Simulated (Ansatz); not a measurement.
**SiNH4 (SMILES N[SiH2]) at 6 levels**

Wanted: a comparison of 6 runs (U-r2SCAN/STO-3G, U-wB97M-V/STO-3G, U-wB97X/STO-3G, UBLYP/STO-3G, UPBE/STO-3G, UCCSDT(Q)/STO-3G) of SiNH4. 

The calculation is run with Ansatz 0.2.0.

45 further runs of the same task are left out: 45 set aside as unsound or not needed.

### 1 Starting point

SiNH4 has 6 atoms, charge 0, and is taken as a doublet. As SMILES, `N[SiH2]`. The Si2–N1 distance was set to 2.587 Å, away from the relaxed value. At this shape a bond of the SMILES string is far longer than usual.

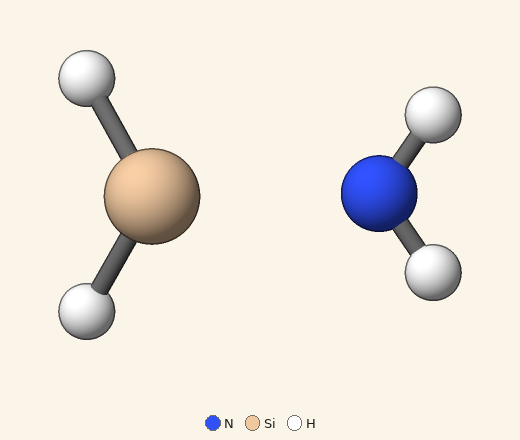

Viewed from a chosen angle; nitrogen blue, silicon light orange, hydrogen white.

### 2 A single-point energy at U-r2SCAN/STO-3G (run 1)

input.yaml

```yaml
crystal:
  periodic: [false, false, false]
  atoms:
    - {symbol: "N", position_ang: [-0.247158, -1.702939, -0.049453]}
    - {symbol: Si, position_ang: [0.307400, 0.815300, 0.161600]}
    - {symbol: H, position_ang: [0.380142, -2.315339, -0.546753]}
    - {symbol: H, position_ang: [-0.688458, -2.185939, 0.717247]}
    - {symbol: H, position_ang: [0.657400, 1.307800, -1.204100]}
    - {symbol: H, position_ang: [-0.921600, 1.498900, 0.664300]}
basis:
  gaussian: {orbitals: STO-3G}
magnetization: {spin_polarized: true, initial_magnetization: 1}
hamiltonian: {xc: r2scan}
accuracy: high
```

Command:

```console
$ ansatz run input.yaml --threads 1 --pin off --max-ram 2610MiB --events-out events.jsonl --progress --plain --runs-dir runs
```

Output:

```text
Warning: RAYON_NUM_THREADS=1 ignored (pool sized by the plan → 1); use --threads N
Functional definition: r2SCAN
  name "r2SCAN"
  parameter k0 = 0.174
  parameter k1 = 0.065
  parameter a1 = 4.9479
  exchange = r2scan_x(k0 = k0, k1 = k1, a1 = a1)
  correlation = r2scan_c
298 factors; integrals over basis functions are off by at most 1.1e-8 eV
mean field evaluation 1: about -9308.8919 eV, gradient 2.3e1 eV
mean field evaluation 2: about -9219.2775 eV, gradient 7.8e1 eV
mean field evaluation 4: about -9312.7332 eV, gradient 1.5e1 eV
mean field evaluation 8: about -9314.8743 eV, gradient 3.1e-1 eV
mean field evaluation 16: about -9314.8275 eV, gradient 3.7e-4 eV
mean field -9314.82748941 eV, -342.3135964191 hartree, gradient 2.7e-8 eV, S^2 0.803279; 0 other end points of the search recorded, 0 dependent functions left out
reference -9314.82749041 eV, -342.3135964558 hartree; 13, 12 occupied and 5, 6 virtual orbitals, 298 factors
Total energy: -9314.82749041 eV, -342.3135964558 hartree
```

It took 4.5 s on 1 thread of Arm Neoverse V2, shared host; peak memory 0.22 GiB.

### 3 The energy at U-wB97M-V/STO-3G (run 2)

job.yaml

```yaml
crystal:
  periodic: [false, false, false]
  atoms:
    - symbol: "N"
      position_ang: [-0.247158, -1.702939, -0.049453]
    - symbol: Si
      position_ang: [0.307400, 0.815300, 0.161600]
    - symbol: H
      position_ang: [0.380142, -2.315339, -0.546753]
    - symbol: H
      position_ang: [-0.688458, -2.185939, 0.717247]
    - symbol: H
      position_ang: [0.657400, 1.307800, -1.204100]
    - symbol: H
      position_ang: [-0.921600, 1.498900, 0.664300]
basis:
  gaussian:
    orbitals: STO-3G
total_charge: 0
magnetization:
  spin_polarized: true
  initial_magnetization: 1
hamiltonian:
  xc: {name: wB97M-V}
accuracy: high
```

Command:

```console
$ ansatz run job.yaml --threads 1 --pin off --max-ram 2610MiB --events-out events.jsonl --progress --plain --runs-dir runs
```

Output (excerpt; [...] marks lines left out):

```text
Warning: RAYON_NUM_THREADS=1 ignored (pool sized by the plan → 1); use --threads N
Functional definition: wB97M-V
  name "wB97M-V"
[...]
  gx(w, u) = 1 - cx + cx01*u + cx10*w
  gss(w, u) = css00 + css04*u^4 + css10*w + css20*w^2 + css43*w^4*u^3
  gos(w, u) = cos00 + cos10*w + (cos20 + cos21*u)*w^2 + (cos60 + cos61*u)*w^6
[...]
      + integral(e_c_pw_mod_opposite_spin*gos(b97_w_opposite, b97_u_opposite)) + vv10(b, c)
298 factors; integrals over basis functions are off by at most 1.1e-8 eV
148 factors; integrals over basis functions are off by at most 8.5e-10 eV
[...]
mean field -9316.08058870 eV, -342.3596469685 hartree, gradient 9.8e-8 eV, S^2 0.808809; 2 other end points of the search recorded, 0 dependent functions left out
reference -9316.08059147 eV, -342.3596470703 hartree; 13, 12 occupied and 5, 6 virtual orbitals, 298 factors
Total energy: -9316.08059147 eV, -342.3596470703 hartree
```

It took 23 s on 1 thread of Arm Neoverse V2, shared host; peak memory 0.5 GiB.

Runs 3 to 4 aren't shown in full; the table further down has their settings and results.

### 4 A single-point energy at UPBE/STO-3G (run 5)

input.yaml, as its differences from that of step 2:

```diff
@@ -3,3 +3,3 @@
   atoms:
-    - {symbol: "N", position_ang: [-0.247158, -1.702939, -0.049453]}
+    - {symbol: N, position_ang: [-0.247158, -1.702939, -0.049453]}
     - {symbol: Si, position_ang: [0.307400, 0.815300, 0.161600]}
@@ -11,4 +11,4 @@
   gaussian: {orbitals: STO-3G}
+hamiltonian: {xc: pbe}
+accuracy: high
 magnetization: {spin_polarized: true, initial_magnetization: 1}
-hamiltonian: {xc: r2scan}
-accuracy: high
```

Command:

```console
$ ansatz run input.yaml --threads 1 --pin off --max-ram 2610MiB --events-out events.jsonl --progress --plain --runs-dir runs
```

Output:

```text
Warning: RAYON_NUM_THREADS=1 ignored (pool sized by the plan → 1); use --threads N
Functional definition: PBE
  name "PBE"
  parameter kappa = 0.804
  parameter beta = 0.06672455060314922
  exchange = pbe_x(kappa = kappa, mu = beta*pi^2/3)
  correlation = pbe_c(beta = beta)
298 factors; integrals over basis functions are off by at most 1.1e-8 eV
mean field evaluation 1: about -9303.5603 eV, gradient 2.4e1 eV
mean field evaluation 2: about -9203.6150 eV, gradient 7.3e1 eV
mean field evaluation 4: about -9308.8512 eV, gradient 9.2e0 eV
mean field evaluation 8: about -9309.8687 eV, gradient 2.3e0 eV
mean field evaluation 16: about -9309.8709 eV, gradient 6.6e-4 eV
mean field evaluation 32: about -9309.0059 eV, gradient 1.3e0 eV
mean field -9309.87091806 eV, -342.1314457816 hartree, gradient 4.4e-9 eV, S^2 0.769127; 1 other end points of the search recorded, 0 dependent functions left out
reference -9309.87092020 eV, -342.1314458601 hartree; 13, 12 occupied and 5, 6 virtual orbitals, 298 factors
Total energy: -9309.87092020 eV, -342.1314458601 hartree
```

Run time: 1.8 s. Hardware: 1 thread of Arm Neoverse V2, shared host; peak memory 0.12 GiB.

### 5 The energy at UCCSDT(Q)/STO-3G (run 6)

molecule.yaml

```yaml
crystal:
  periodic: [false, false, false]
  atoms:
    - {symbol: "N", position_ang: [-0.247158, -1.702939, -0.049453]}
    - {symbol: Si, position_ang: [0.307400, 0.815300, 0.161600]}
    - {symbol: H, position_ang: [0.380142, -2.315339, -0.546753]}
    - {symbol: H, position_ang: [-0.688458, -2.185939, 0.717247]}
    - {symbol: H, position_ang: [0.657400, 1.307800, -1.204100]}
    - {symbol: H, position_ang: [-0.921600, 1.498900, 0.664300]}
basis:
  gaussian: {orbitals: STO-3G}
magnetization: {spin_polarized: true, initial_magnetization: 1}
scf: {omitted_lower_state_checks: [cluster_reference, increment]}
total_charge: 0
accuracy: high
correlation: {method: ccsdt_q, frozen_orbitals: {H: 0, "N": 1, Si: 5}}
```

Command:

```console
$ ansatz run molecule.yaml --threads 1 --pin off --max-ram 2610MiB --events-out events.jsonl --progress --plain --runs-dir runs
```

Output:

```text
Warning: RAYON_NUM_THREADS=1 ignored (pool sized by the plan → 1); use --threads N
[... 14 lines left out ...]
6 core orbitals not correlated: weight in the atoms' cores, before any rotation towards them, 1.000 or more for the frozen orbitals, at most 0.000 for the correlated occupied ones
[... 61 lines left out ...]
Total energy: -9295.27484223 eV, -341.5950498885 hartree
Checks for a lower state left out: cluster_reference, increment
```

Wall time 1.1 s (1 thread of Arm Neoverse V2, shared host).

### 6 All runs side by side

| run | level | frozen core orbitals | energy (Eh) | ⟨S²⟩ | wall time |
| --- | --- | --- | --- | --- | --- |
| 1 | U-r2SCAN/STO-3G | – | -342.313596 | 0.803 | 4.5 s |
| 2 | U-wB97M-V/STO-3G | – | -342.359647 | 0.809 | 23 s |
| 3 | U-wB97X/STO-3G | – | -342.333778 | 0.871 | 9.3 s |
| 4 | UBLYP/STO-3G | – | -342.306326 | 0.766 | 2 s |
| 5 | UPBE/STO-3G | – | -342.131446 | 0.769 | 1.8 s |
| 6 | UCCSDT(Q)/STO-3G | 6 | -341.595050 | 1.016 | 1.1 s |

### 7 Outcome

```
                                          quantity          value
                               run 6: total energy  -341.59505 Eh
run 6: correlation energy (6 core orbitals frozen)     -100.8 mEh
          run 6: ⟨S²⟩ of the reference determinant          1.016
                              run 6: T1 diagnostic          0.051
```

In words: Totals of different functionals can't be ranked against each other. In runs 1, 2, 3, 4, 5, 6 the basis is minimal, so the values are rough. Spin contamination of the reference: run 6 ⟨S²⟩ = 1.02, run 3 ⟨S²⟩ = 0.87. All runs together took 41 s, the longest 23 s.
